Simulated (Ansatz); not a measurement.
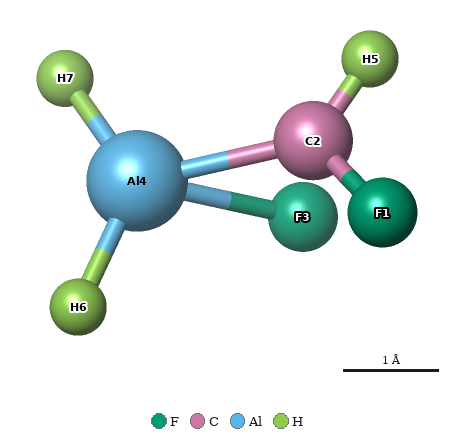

*The input geometry (ball-and-stick view, seen at a tilt; atoms are numbered from 1 in the order of the input). Sticks mark near contacts.*

Bond lengths as drawn: Al–C 1.97 Å, Al–F 1.96 Å, Al–H 1.58 Å, C–F 1.33 Å and C–H 1.09 Å.

**Single-point calculation of CH3AlF2**

System: CH3AlF2.
Method: RKS PBE0-D4/def2-TZVPP (Ansatz 0.2.0).

The geometry comes from this level: PBE0-D4/def2-TZVP.

Input file:
```yaml
crystal:
  periodic: [false, false, false]
  atoms:
    - {symbol: F, position_ang: [0.566433, -0.559430, 1.835762]}
    - {symbol: C, position_ang: [0.747195, -0.159828, 0.579858]}
    - {symbol: F, position_ang: [0.082580, -1.251915, -0.301399]}
    - {symbol: Al, position_ang: [-0.702151, 0.528348, -0.561326]}
    - {symbol: H, position_ang: [1.801200, -0.277693, 0.321065]}
    - {symbol: H, position_ang: [-2.150623, 0.570377, 0.060050]}
    - {symbol: H, position_ang: [-0.283435, 1.082043, -1.979711]}
basis:
  gaussian: {orbitals: def2-TZVPP}
hamiltonian: {xc: pbe0, dispersion: d4}
output: {orbitals: {seedname: orbitals}}
```

Machine: 2 threads of AMD EPYC, 23 GiB of memory available, shared host.

Run as:
```bash
ansatz run in.yaml --threads 2 --pin off --events-out ev --progress --plain --max-ram 4352MiB
```

Log:
```
Functional definition: PBE0
  name "PBE0"
  cite "Adamo & Barone, J. Chem. Phys. 110, 6158 (1999) doi:10.1063/1.478522"
  cite "Perdew, Burke & Ernzerhof, Phys. Rev. Lett. 77, 3865 (1996) doi:10.1103/PhysRevLett.77.3865"
  parent pbe
  parameter a = 0.25
  parameter kappa = 0.804
  parameter beta = 0.06672455060314922
  exchange = (1 - a)*pbe_x(kappa = kappa, mu = beta*pi^2/3) + a*exact_x
  correlation = pbe_c(beta = beta)
969 factors; their error is unknown
mean field evaluation 1: about -13107.4776 eV, gradient 2.9e1 eV
mean field evaluation 2: about -13107.3630 eV, gradient 3.3e1 eV
mean field evaluation 4: about -13108.8792 eV, gradient 2.3e0 eV
mean field evaluation 8: about -13108.8883 eV, gradient 1.8e-2 eV
mean field evaluation 16: about -13108.9155 eV, gradient 4.1e-5 eV
mean field -13108.91553839 eV, -481.7437604939 hartree, gradient 4.1e-5 eV, S^2 0.000000; 0 other end points of the search recorded, 0 dependent functions left out
reference -13108.91556820 eV, -481.7437615893 hartree; 20, 20 occupied and 157, 157 virtual orbitals, 969 factors
Total energy: -13108.99838776 eV, -481.7468051519 hartree
```

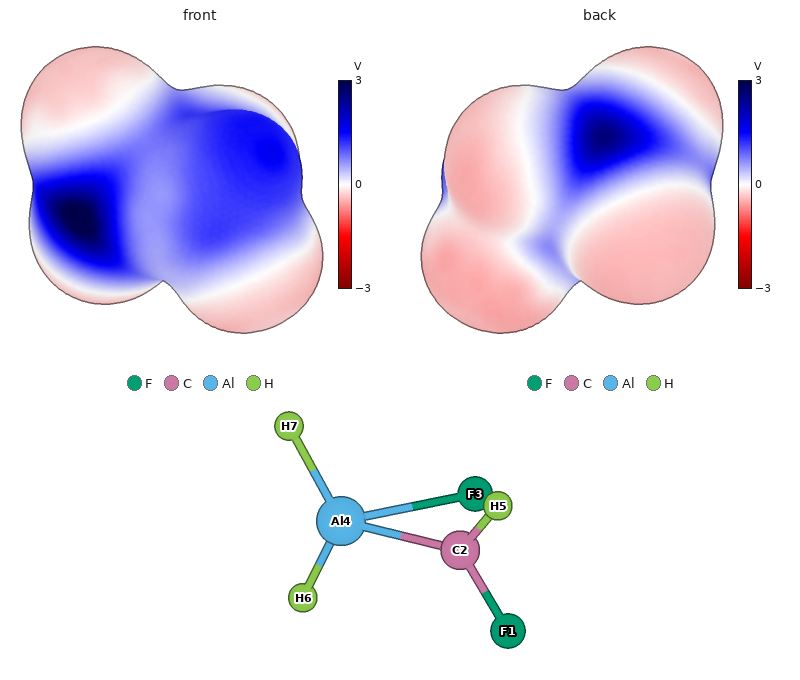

*The electrostatic potential painted on the density surface at 0.002 e/bohr³, seen at a tilt and from behind; red is negative and blue positive. The bare structure is drawn below in the same view.*

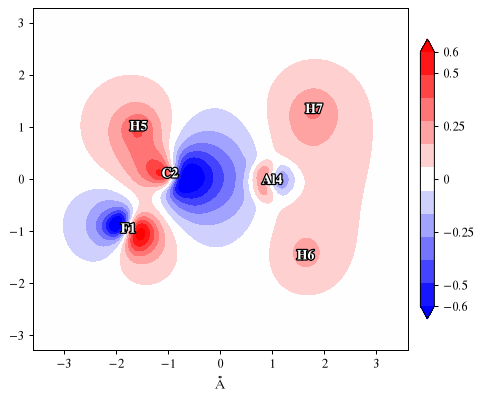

*One frontier orbital on the plane of atoms C2, Al4 and H6 (values in Å⁻³ᐟ²; the overall sign is arbitrary).*

The HOMO, at −8.22 eV. Its weight (Hirshfeld) is mainly on C2 (40 %), Al4 (20 %), F1 (15 %) and F3 (10 %).

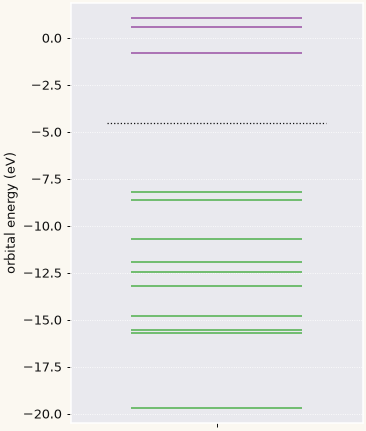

*Orbital energies near the frontier; the dotted line parts filled from empty levels, and levels within 0.02 eV of each other stand side by side.*

Highest filled −8.22 eV, lowest empty −0.81 eV, 7.41 eV apart.

Results in brief:

- outcome: converged
- total energy: −13108.9984 eV
- mean-field energy: −13108.9156 eV
- dispersion energy: −0.0828 eV
- SCF solution under orbital rotations: stable
- HOMO: −8.22 eV
- LUMO: −0.81 eV
- wall time: 1.9 s (CPU time 3.4 s)
- peak memory: 0.36 GiB
